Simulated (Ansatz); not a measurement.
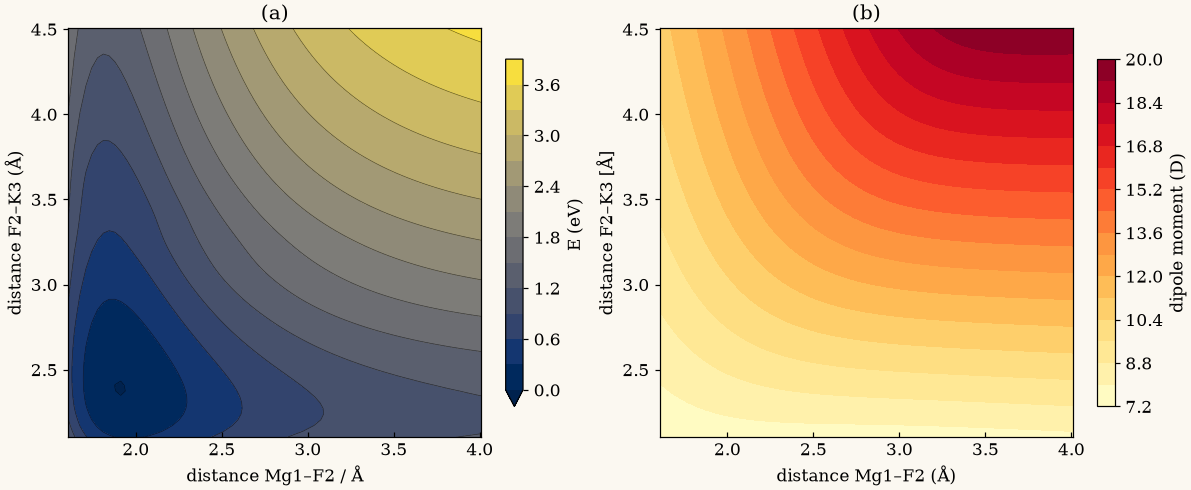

The system Mg + FK. The first coordinate is: distance Mg1–F2; the second: distance F2–K3. Nothing is relaxed (the angle Mg1–F2–K3 is fixed at 100 degrees). The grid has 17 × 17 points. Energies: eV, counted from the lowest grid point. The calculation used RKS PBE0-D4/def2-SVPD (Ansatz).

Panel (a) is the energy and panel (b) the computed dipole moment on the same grid.

Drawn: filled contours. Between grid points the surface is interpolated.

Q: How does the dipole moment vary over the map, and what is it at the lowest grid point?

A: Leaving out the highest fifth of the energies, it runs from 7.3 D at distance Mg1–F2 = 1.608 Å, distance F2–K3 = 2.104 Å to 15.1 D at distance Mg1–F2 = 2.427 Å, distance F2–K3 = 4.311 Å. At the lowest grid point, distance Mg1–F2 = 1.880 Å, distance F2–K3 = 2.376 Å, it is 8.3 D.

```
distance F2–K3 ↓, distance Mg1–F2 →  1.673  1.880  2.137  2.427  2.744  3.083  3.440  3.815
                              4.311   11.0   12.1   13.5   15.1   16.7   18.1   18.9   19.0
                              3.936   10.6   11.6   12.9   14.3   15.7   16.6   17.1   17.2
                              3.579   10.2   11.0   12.1   13.3   14.4   15.0   15.3   15.4
                              3.240    9.7   10.4   11.3   12.3   13.0   13.4   13.5   13.6
                              2.923    9.1    9.7   10.4   11.1   11.5   11.8   11.9   12.0
                              2.633    8.6    9.0    9.5    9.9   10.2   10.3   10.5   10.5
                              2.376    8.0    8.3    8.6    8.8    9.0    9.0    9.1    9.2
                              2.169    7.5    7.7    7.9    7.9    7.9    8.0    8.0    8.1
```

The table holds every second grid line.
